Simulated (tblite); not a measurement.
## Run report: CH4AsGeN2, geometry relaxation (part 1 of 2)

CH4AsGeN2, multiplicity 2, computed with GFN2-xTB geometry optimisation, gas phase (tblite 0.8.0).

It belongs to a series of runs on one base structure; here: H removed from As.

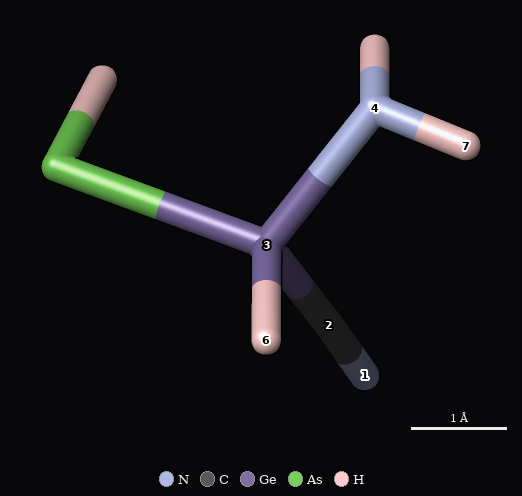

Fig. 1: The starting structure (stick view, seen at a tilt; atoms are numbered from 1 in the order of the input). Sticks mark near contacts. Bond lengths as drawn: As–Ge 2.39 Å, As–H 1.57 Å, C–Ge 1.90 Å, C–N 1.16 Å, Ge–H 1.55 Å, Ge–N 1.88 Å and H–N 1.04 Å.

**Key numbers**

| quantity | value |
| --- | --- |
| outcome | converged |
| total energy | −387.3928 eV |
| hardware | 1 CPU thread, shared host |
| peak memory | 0.18 GiB |

**Input file**
```
{"job": {"kind": "relax", "xc": "GFN2-xTB", "basis": "xTB"}, "charge": 0, "multiplicity": 2}
N      1.580100     2.302600    -0.529400
C      0.946900     1.445900    -0.082000
Ge    -0.053200     0.023000     0.677500
N     -1.535300    -0.318600    -0.422600
As     1.303800    -1.939400     0.832100
H     -0.554800     0.429200     2.086400
H     -2.062300     0.573300    -0.508800
H     -1.153800    -0.548300    -1.357900
H      1.542100    -1.961700    -0.720400
```

The first line tells a small driver script what to run in tblite; the rest is the geometry in Å.

Run as:
```bash
OMP_NUM_THREADS=1 python <driver script> task.json out
```

**What the program printed**
```
step      E/eV     max force
  0    -387.19268    1.855
  1    -387.19971    4.525
  2    -387.29838    0.881
  3    -387.32066    0.409
  4    -387.33745    0.421
  5    -387.34762    0.383
  6    -387.36333    0.272
  7    -387.36857    0.192
  8    -387.37085    0.144
  9    -387.37327    0.197
 10    -387.37640    0.261
 11    -387.37905    0.212
 12    -387.38083    0.117
 13    -387.38189    0.108
 14    -387.38273    0.132
 15    -387.38360    0.121
 16    -387.38426    0.084
 17    -387.38475    0.071
 18    -387.38527    0.102
 19    -387.38590    0.103
 20    -387.38658    0.074
 21    -387.38717    0.063
 22    -387.38752    0.048
 23    -387.38776    0.055
 24    -387.38807    0.067
 25    -387.38859    0.098
 26    -387.38934    0.114
 27    -387.39011    0.114
 28    -387.39061    0.086
 29    -387.39085    0.046
 30    -387.39104    0.045
 31    -387.39129    0.058
 32    -387.39150    0.069
 33    -387.39161    0.045
 34    -387.39167    0.022
 35    -387.39171    0.020
 36    -387.39176    0.038
 37    -387.39182    0.052
 38    -387.39188    0.031
 39    -387.39191    0.018
 40    -387.39194    0.025
 41    -387.39198    0.036
 42    -387.39205    0.057
 43    -387.39218    0.064
 44    -387.39233    0.045
 45    -387.39244    0.028
 46    -387.39248    0.027
 47    -387.39251    0.025
 48    -387.39255    0.025
 49    -387.39260    0.026
 50    -387.39265    0.019
 51    -387.39267    0.015
 52    -387.39269    0.012
 53    -387.39271    0.010
 54    -387.39273    0.015
 55    -387.39276    0.023
 56    -387.39278    0.020
 57    -387.39279    0.011
 58    -387.39280    0.005
```

**Trajectory as extended XYZ (Å, eV, eV/Å), 51 of the 59 frames kept, from step=0 to step=58**
```
9
Properties=species:S:1:pos:R:3:forces:R:3 step=0 energy=-387.19268
N     1.5801    2.3026   -0.5294   -0.5860  -0.8980   0.3590
C     0.9469    1.4459   -0.0820    0.8120   1.6080  -0.4420
Ge   -0.0532    0.0230    0.6775   -0.2790  -1.2820   0.4530
N    -1.5353   -0.3186   -0.4226    0.3970   1.0200  -0.3050
As    1.3038   -1.9394    0.8321    0.0800   0.0030  -0.5590
H    -0.5548    0.4292    2.0864    0.0150   0.2010  -0.4790
H    -2.0623    0.5733   -0.5088    0.2540  -0.8980  -0.1740
H    -1.1538   -0.5483   -1.3579   -0.5660   0.1780   0.5720
H     1.5421   -1.9617   -0.7204   -0.1270   0.0680   0.5760
9
Properties=species:S:1:pos:R:3:forces:R:3 step=1 energy=-387.19971
N     1.5717    2.2897   -0.5243    2.5030   3.2880  -1.8430
C     0.9586    1.4689   -0.0883   -2.5420  -3.0380   1.9900
Ge   -0.0572    0.0047    0.6839    0.0320  -0.6470   0.0990
N    -1.5297   -0.3040   -0.4269    0.5420   0.3790   0.1420
As    1.3049   -1.9394    0.8241    0.1030  -0.0860  -0.3900
H    -0.5546    0.4321    2.0796   -0.0260   0.1780  -0.3850
H    -2.0587    0.5604   -0.5113   -0.1090  -0.2270  -0.2110
H    -1.1618   -0.5458   -1.3498   -0.3860   0.0780   0.1690
H     1.5403   -1.9607   -0.7122   -0.1160   0.0760   0.4300
9
Properties=species:S:1:pos:R:3:forces:R:3 step=2 energy=-387.29838
N     1.5833    2.3035   -0.5336    0.0140  -0.0150  -0.0750
C     0.9492    1.4648   -0.0789   -0.0740   0.1520   0.2640
Ge   -0.0601   -0.0143    0.6897    0.0770  -0.3450  -0.0140
N    -1.5213   -0.2899   -0.4293    0.6670  -0.2040   0.5390
As    1.3066   -1.9399    0.8151    0.1370  -0.1770  -0.1890
H    -0.5546    0.4356    2.0715   -0.0510   0.1510  -0.3110
H    -2.0566    0.5488   -0.5147   -0.4700   0.4050  -0.2250
H    -1.1709   -0.5432   -1.3422   -0.2030  -0.0480  -0.2350
H     1.5381   -1.9594   -0.7027   -0.0970   0.0810   0.2460
9
Properties=species:S:1:pos:R:3:forces:R:3 step=3 energy=-387.32066
N     1.5850    2.3048   -0.5361   -0.2330  -0.3180   0.1070
C     0.9473    1.4684   -0.0735    0.1500   0.3650   0.1080
Ge   -0.0598   -0.0249    0.6912    0.2250  -0.1330   0.0020
N    -1.5090   -0.2891   -0.4219    0.2010   0.1910   0.2130
As    1.3091   -1.9428    0.8097    0.1410  -0.2110  -0.0480
H    -0.5554    0.4389    2.0645   -0.0630   0.1280  -0.2710
H    -2.0632    0.5517   -0.5191   -0.1550  -0.0370  -0.1000
H    -1.1765   -0.5432   -1.3436   -0.1870  -0.0640  -0.1220
H     1.5360   -1.9578   -0.6963   -0.0790   0.0790   0.1100
9
Properties=species:S:1:pos:R:3:forces:R:3 step=5 energy=-387.34762
N     1.5835    2.3015   -0.5399   -0.1440  -0.1310   0.0550
C     0.9448    1.4811   -0.0546    0.0790   0.0290   0.1670
Ge   -0.0466   -0.0460    0.6949    0.2940   0.2400  -0.0480
N    -1.4858   -0.2722   -0.4111   -0.1340   0.1620  -0.2040
As    1.3198   -1.9579    0.8014    0.1080  -0.2190   0.2200
H    -0.5598    0.4501    2.0405   -0.0780   0.0780  -0.1360
H    -2.0753    0.5463   -0.5283    0.0230  -0.1210   0.0840
H    -1.1963   -0.5456   -1.3446   -0.1220  -0.0960   0.0380
H     1.5292   -1.9514   -0.6835   -0.0260   0.0590  -0.1760
9
Properties=species:S:1:pos:R:3:forces:R:3 step=6 energy=-387.36333
N     1.5780    2.2958   -0.5411    0.0340   0.1400  -0.0650
C     0.9445    1.4882   -0.0339    0.0130  -0.1880   0.1960
Ge   -0.0257   -0.0492    0.6945    0.0780   0.1960  -0.0730
N    -1.4733   -0.2587   -0.4098   -0.1240   0.0700  -0.2090
As    1.3314   -1.9770    0.8050    0.0360  -0.1040   0.1600
H    -0.5659    0.4607    2.0193   -0.0720   0.0540  -0.0460
H    -2.0852    0.5422   -0.5316    0.0940  -0.0820   0.1560
H    -1.2139   -0.5513   -1.3453   -0.0600  -0.1100   0.0450
H     1.5237   -1.9448   -0.6823    0.0000   0.0220  -0.1640
9
Properties=species:S:1:pos:R:3:forces:R:3 step=7 energy=-387.36857
N     1.5747    2.2938   -0.5416    0.0440   0.1620  -0.0600
C     0.9462    1.4896   -0.0231    0.0730  -0.1300   0.1210
Ge   -0.0158   -0.0463    0.6927   -0.0640   0.0670  -0.0580
N    -1.4700   -0.2534   -0.4122   -0.0290   0.0040  -0.0800
As    1.3368   -1.9867    0.8096   -0.0070  -0.0160   0.0440
H    -0.5698    0.4659    2.0101   -0.0650   0.0470  -0.0200
H    -2.0883    0.5406   -0.5302    0.0750  -0.0170   0.1450
H    -1.2217   -0.5558   -1.3455   -0.0340  -0.1150  -0.0160
H     1.5214   -1.9417   -0.6849    0.0050  -0.0010  -0.0770
9
Properties=species:S:1:pos:R:3:forces:R:3 step=8 energy=-387.37085
N     1.5730    2.2945   -0.5419    0.0070   0.1070  -0.0160
C     0.9495    1.4891   -0.0177    0.1350  -0.0280   0.0410
Ge   -0.0131   -0.0435    0.6907   -0.1040  -0.0270  -0.0290
N    -1.4694   -0.2519   -0.4144    0.0430  -0.0430  -0.0070
As    1.3387   -1.9907    0.8123   -0.0300   0.0340  -0.0350
H    -0.5725    0.4687    2.0064   -0.0610   0.0440  -0.0200
H    -2.0883    0.5402   -0.5269    0.0420   0.0270   0.1130
H    -1.2251   -0.5598   -1.3462   -0.0360  -0.1020  -0.0370
H     1.5207   -1.9406   -0.6876    0.0040  -0.0130  -0.0110
9
Properties=species:S:1:pos:R:3:forces:R:3 step=9 energy=-387.37327
N     1.5713    2.2971   -0.5423   -0.0380   0.0320   0.0410
C     0.9558    1.4882   -0.0121    0.1790   0.0720  -0.0400
Ge   -0.0128   -0.0412    0.6884   -0.0890  -0.0950   0.0080
N    -1.4682   -0.2514   -0.4169    0.0830  -0.0710   0.0490
As    1.3396   -1.9934    0.8142   -0.0490   0.0720  -0.0970
H    -0.5763    0.4721    2.0027   -0.0570   0.0400  -0.0260
H    -2.0872    0.5402   -0.5212    0.0150   0.0470   0.0680
H    -1.2289   -0.5657   -1.3474   -0.0470  -0.0780  -0.0470
H     1.5203   -1.9399   -0.6904    0.0020  -0.0200   0.0450
9
Properties=species:S:1:pos:R:3:forces:R:3 step=10 energy=-387.37640
N     1.5690    2.3027   -0.5427   -0.0740  -0.0490   0.1040
C     0.9674    1.4875   -0.0044    0.1830   0.1440  -0.1180
Ge   -0.0140   -0.0405    0.6855   -0.0160  -0.1210   0.0480
N    -1.4650   -0.2514   -0.4200    0.0880  -0.0830   0.0790
As    1.3400   -1.9959    0.8146   -0.0630   0.0970  -0.1360
H    -0.5829    0.4779    1.9967   -0.0530   0.0310  -0.0340
H    -2.0849    0.5403   -0.5119   -0.0010   0.0420   0.0090
H    -1.2357   -0.5754   -1.3497   -0.0640  -0.0360  -0.0340
H     1.5195   -1.9393   -0.6932   -0.0010  -0.0250   0.0830
9
Properties=species:S:1:pos:R:3:forces:R:3 step=12 energy=-387.38083
N     1.5663    2.3142   -0.5409   -0.0050  -0.0070   0.0860
C     0.9893    1.4879    0.0057    0.0170   0.0120  -0.0830
Ge   -0.0142   -0.0451    0.6838    0.1090   0.0050   0.0410
N    -1.4565   -0.2525   -0.4225    0.0050  -0.0440   0.0480
As    1.3380   -1.9960    0.8089   -0.0420   0.0460  -0.0530
H    -0.5962    0.4890    1.9841   -0.0400   0.0060  -0.0350
H    -2.0801    0.5395   -0.4975    0.0250  -0.0240  -0.0480
H    -1.2512   -0.5918   -1.3531   -0.0680   0.0190   0.0200
H     1.5181   -1.9392   -0.6938   -0.0010  -0.0130   0.0220
9
Properties=species:S:1:pos:R:3:forces:R:3 step=13 energy=-387.38189
N     1.5662    2.3174   -0.5388    0.0480   0.0610   0.0400
C     0.9941    1.4879    0.0065   -0.0540  -0.0750  -0.0270
Ge   -0.0116   -0.0469    0.6847    0.0890   0.0600   0.0090
N    -1.4539   -0.2535   -0.4216   -0.0190  -0.0220   0.0310
As    1.3366   -1.9949    0.8059   -0.0210   0.0050   0.0080
H    -0.6002    0.4918    1.9800   -0.0300  -0.0010  -0.0310
H    -2.0785    0.5385   -0.4957    0.0380  -0.0380  -0.0390
H    -1.2568   -0.5950   -1.3533   -0.0520   0.0160   0.0340
H     1.5176   -1.9394   -0.6929    0.0000  -0.0060  -0.0250
9
Properties=species:S:1:pos:R:3:forces:R:3 step=14 energy=-387.38273
N     1.5665    2.3203   -0.5360    0.0760   0.0960   0.0120
C     0.9972    1.4872    0.0059   -0.0830  -0.1030   0.0020
Ge   -0.0080   -0.0469    0.6854    0.0400   0.0790  -0.0210
N    -1.4522   -0.2550   -0.4200   -0.0240  -0.0060   0.0200
As    1.3350   -1.9939    0.8038   -0.0010  -0.0300   0.0460
H    -0.6037    0.4938    1.9765   -0.0180  -0.0030  -0.0260
H    -2.0766    0.5373   -0.4951    0.0420  -0.0390  -0.0220
H    -1.2618   -0.5970   -1.3530   -0.0320   0.0050   0.0410
H     1.5173   -1.9398   -0.6927    0.0000   0.0010  -0.0530
9
Properties=species:S:1:pos:R:3:forces:R:3 step=15 energy=-387.38360
N     1.5673    2.3239   -0.5318    0.0790   0.0920   0.0060
C     1.0001    1.4857    0.0041   -0.0760  -0.0700   0.0050
Ge   -0.0037   -0.0452    0.6858   -0.0230   0.0590  -0.0450
N    -1.4511   -0.2574   -0.4177   -0.0180   0.0070   0.0140
As    1.3331   -1.9931    0.8024    0.0170  -0.0550   0.0590
H    -0.6079    0.4957    1.9725   -0.0030   0.0000  -0.0230
H    -2.0739    0.5357   -0.4949    0.0310  -0.0240  -0.0020
H    -1.2675   -0.5992   -1.3520   -0.0070  -0.0140   0.0420
H     1.5171   -1.9402   -0.6936   -0.0020   0.0050  -0.0560
9
Properties=species:S:1:pos:R:3:forces:R:3 step=16 energy=-387.38426
N     1.5687    2.3275   -0.5276    0.0600   0.0560   0.0190
C     1.0019    1.4843    0.0017   -0.0430  -0.0010  -0.0140
Ge   -0.0010   -0.0426    0.6852   -0.0570   0.0130  -0.0470
N    -1.4507   -0.2597   -0.4155   -0.0080   0.0090   0.0100
As    1.3317   -1.9932    0.8023    0.0240  -0.0570   0.0390
H    -0.6112    0.4971    1.9693    0.0090   0.0060  -0.0210
H    -2.0711    0.5344   -0.4946    0.0090   0.0000   0.0100
H    -1.2718   -0.6013   -1.3505    0.0120  -0.0320   0.0350
H     1.5169   -1.9407   -0.6955   -0.0050   0.0060  -0.0320
9
Properties=species:S:1:pos:R:3:forces:R:3 step=17 energy=-387.38475
N     1.5705    2.3307   -0.5238    0.0360   0.0170   0.0360
C     1.0029    1.4837   -0.0006   -0.0130   0.0580  -0.0330
Ge    0.0000   -0.0404    0.6839   -0.0540  -0.0300  -0.0350
N    -1.4506   -0.2613   -0.4138   -0.0050   0.0040   0.0050
As    1.3311   -1.9942    0.8029    0.0200  -0.0420   0.0060
H    -0.6134    0.4983    1.9666    0.0150   0.0120  -0.0180
H    -2.0689    0.5335   -0.4942   -0.0140   0.0220   0.0140
H    -1.2747   -0.6034   -1.3488    0.0220  -0.0450   0.0240
H     1.5168   -1.9409   -0.6974   -0.0080   0.0040   0.0000
9
Properties=species:S:1:pos:R:3:forces:R:3 step=19 energy=-387.38590
N     1.5773    2.3394   -0.5136    0.0000  -0.0340   0.0510
C     1.0036    1.4861   -0.0068    0.0170   0.0960  -0.0330
Ge   -0.0001   -0.0386    0.6793    0.0220  -0.0610   0.0060
N    -1.4508   -0.2639   -0.4102   -0.0290  -0.0120  -0.0160
As    1.3311   -1.9992    0.8038   -0.0050   0.0130  -0.0560
H    -0.6175    0.5021    1.9587    0.0240   0.0190  -0.0070
H    -2.0653    0.5327   -0.4923   -0.0450   0.0450   0.0080
H    -1.2803   -0.6116   -1.3433    0.0220  -0.0580  -0.0040
H     1.5156   -1.9410   -0.7008   -0.0080  -0.0070   0.0520
9
Properties=species:S:1:pos:R:3:forces:R:3 step=20 energy=-387.38658
N     1.5827    2.3453   -0.5063   -0.0070  -0.0360   0.0440
C     1.0035    1.4892   -0.0107    0.0130   0.0640  -0.0090
Ge    0.0004   -0.0393    0.6763    0.0590  -0.0370   0.0160
N    -1.4515   -0.2652   -0.4084   -0.0430  -0.0140  -0.0250
As    1.3312   -2.0026    0.8031   -0.0170   0.0360  -0.0620
H    -0.6195    0.5052    1.9530    0.0310   0.0180   0.0010
H    -2.0642    0.5329   -0.4909   -0.0420   0.0350  -0.0030
H    -1.2836   -0.6184   -1.3397    0.0110  -0.0540  -0.0140
H     1.5145   -1.9412   -0.7017   -0.0050  -0.0120   0.0520
9
Properties=species:S:1:pos:R:3:forces:R:3 step=21 energy=-387.38717
N     1.5879    2.3505   -0.4993   -0.0030  -0.0190   0.0270
C     1.0030    1.4927   -0.0141    0.0000   0.0150   0.0220
Ge    0.0017   -0.0406    0.6738    0.0580   0.0030   0.0090
N    -1.4529   -0.2664   -0.4071   -0.0420  -0.0100  -0.0220
As    1.3311   -2.0051    0.8014   -0.0220   0.0420  -0.0420
H    -0.6205    0.5083    1.9480    0.0390   0.0140   0.0070
H    -2.0639    0.5337   -0.4899   -0.0250   0.0100  -0.0160
H    -1.2863   -0.6256   -1.3365   -0.0050  -0.0410  -0.0140
H     1.5135   -1.9415   -0.7015    0.0000  -0.0150   0.0290
9
Properties=species:S:1:pos:R:3:forces:R:3 step=22 energy=-387.38752
N     1.5911    2.3534   -0.4946    0.0060   0.0020   0.0120
C     1.0024    1.4948   -0.0158   -0.0100  -0.0200   0.0430
Ge    0.0034   -0.0412    0.6725    0.0240   0.0300  -0.0080
N    -1.4546   -0.2675   -0.4067   -0.0230  -0.0030  -0.0120
As    1.3306   -2.0057    0.7997   -0.0190   0.0340  -0.0110
H    -0.6202    0.5103    1.9453    0.0440   0.0090   0.0090
H    -2.0642    0.5343   -0.4898   -0.0090  -0.0120  -0.0250
H    -1.2878   -0.6304   -1.3349   -0.0180  -0.0250  -0.0070
H     1.5129   -1.9421   -0.7009    0.0040  -0.0140   0.0000
9
Properties=species:S:1:pos:R:3:forces:R:3 step=23 energy=-387.38776
N     1.5929    2.3546   -0.4916    0.0100   0.0120   0.0050
C     1.0019    1.4959   -0.0162   -0.0090  -0.0270   0.0470
Ge    0.0046   -0.0409    0.6716   -0.0130   0.0360  -0.0210
N    -1.4562   -0.2684   -0.4066   -0.0020   0.0020  -0.0020
As    1.3298   -2.0051    0.7984   -0.0130   0.0230   0.0110
H    -0.6189    0.5114    1.9443    0.0470   0.0060   0.0080
H    -2.0646    0.5347   -0.4903    0.0010  -0.0250  -0.0310
H    -1.2886   -0.6335   -1.3342   -0.0260  -0.0140   0.0030
H     1.5127   -1.9427   -0.7005    0.0050  -0.0120  -0.0210
9
Properties=species:S:1:pos:R:3:forces:R:3 step=24 energy=-387.38807
N     1.5949    2.3560   -0.4877    0.0080   0.0120   0.0040
C     1.0015    1.4969   -0.0160    0.0030  -0.0150   0.0390
Ge    0.0059   -0.0398    0.6700   -0.0540   0.0290  -0.0280
N    -1.4582   -0.2696   -0.4066    0.0240   0.0060   0.0080
As    1.3285   -2.0038    0.7971   -0.0060   0.0100   0.0300
H    -0.6162    0.5128    1.9434    0.0460   0.0040   0.0070
H    -2.0652    0.5347   -0.4916    0.0070  -0.0340  -0.0370
H    -1.2901   -0.6376   -1.3333   -0.0330  -0.0030   0.0140
H     1.5126   -1.9438   -0.7005    0.0060  -0.0090  -0.0370
9
Properties=species:S:1:pos:R:3:forces:R:3 step=26 energy=-387.38934
N     1.6043    2.3631   -0.4692   -0.0150  -0.0130   0.0180
C     1.0013    1.5023   -0.0123    0.0580   0.0560  -0.0200
Ge    0.0073   -0.0339    0.6612   -0.1120  -0.0180  -0.0150
N    -1.4644   -0.2738   -0.4063    0.0680   0.0130   0.0200
As    1.3229   -1.9985    0.7934    0.0150  -0.0170   0.0470
H    -0.6024    0.5205    1.9386    0.0240  -0.0010   0.0150
H    -2.0676    0.5322   -0.4994   -0.0010  -0.0330  -0.0480
H    -1.3003   -0.6571   -1.3282   -0.0400   0.0160   0.0320
H     1.5123   -1.9489   -0.7031    0.0040  -0.0030  -0.0490
9
Properties=species:S:1:pos:R:3:forces:R:3 step=27 energy=-387.39011
N     1.6113    2.3691   -0.4559   -0.0230  -0.0200   0.0230
C     1.0024    1.5069   -0.0092    0.0730   0.0730  -0.0480
Ge    0.0063   -0.0305    0.6547   -0.0820  -0.0340   0.0080
N    -1.4668   -0.2760   -0.4058    0.0550   0.0140   0.0110
As    1.3196   -1.9958    0.7918    0.0230  -0.0220   0.0310
H    -0.5927    0.5265    1.9345    0.0020  -0.0030   0.0260
H    -2.0691    0.5293   -0.5056   -0.0150  -0.0180  -0.0460
H    -1.3094   -0.6711   -1.3235   -0.0320   0.0120   0.0270
H     1.5119   -1.9523   -0.7060    0.0000  -0.0010  -0.0320
9
Properties=species:S:1:pos:R:3:forces:R:3 step=28 energy=-387.39061
N     1.6162    2.3740   -0.4469   -0.0150  -0.0070   0.0160
C     1.0040    1.5105   -0.0076    0.0570   0.0440  -0.0470
Ge    0.0048   -0.0291    0.6505   -0.0210  -0.0240   0.0260
N    -1.4672   -0.2768   -0.4052    0.0190   0.0150  -0.0020
As    1.3180   -1.9949    0.7911    0.0230  -0.0170   0.0070
H    -0.5869    0.5308    1.9314   -0.0140  -0.0050   0.0350
H    -2.0702    0.5267   -0.5103   -0.0270  -0.0010  -0.0370
H    -1.3167   -0.6806   -1.3197   -0.0170  -0.0040   0.0110
H     1.5115   -1.9545   -0.7084   -0.0040  -0.0020  -0.0100
9
Properties=species:S:1:pos:R:3:forces:R:3 step=29 energy=-387.39085
N     1.6188    2.3771   -0.4427   -0.0050   0.0070   0.0070
C     1.0055    1.5123   -0.0080    0.0340   0.0080  -0.0300
Ge    0.0041   -0.0291    0.6492    0.0190  -0.0050   0.0280
N    -1.4668   -0.2768   -0.4047   -0.0090   0.0170  -0.0110
As    1.3179   -1.9954    0.7909    0.0200  -0.0090  -0.0070
H    -0.5855    0.5328    1.9300   -0.0180  -0.0060   0.0380
H    -2.0707    0.5254   -0.5128   -0.0290   0.0070  -0.0270
H    -1.3207   -0.6849   -1.3175   -0.0060  -0.0170   0.0000
H     1.5111   -1.9554   -0.7097   -0.0050  -0.0030   0.0020
9
Properties=species:S:1:pos:R:3:forces:R:3 step=30 energy=-387.39104
N     1.6208    2.3799   -0.4394    0.0050   0.0210  -0.0030
C     1.0070    1.5136   -0.0090    0.0100  -0.0260  -0.0080
Ge    0.0039   -0.0292    0.6488    0.0380   0.0130   0.0210
N    -1.4666   -0.2765   -0.4043   -0.0240   0.0190  -0.0150
As    1.3183   -1.9961    0.7906    0.0170  -0.0030  -0.0150
H    -0.5852    0.5341    1.9297   -0.0170  -0.0070   0.0350
H    -2.0716    0.5246   -0.5151   -0.0250   0.0100  -0.0180
H    -1.3238   -0.6883   -1.3157    0.0020  -0.0240  -0.0050
H     1.5107   -1.9560   -0.7107   -0.0060  -0.0030   0.0090
```
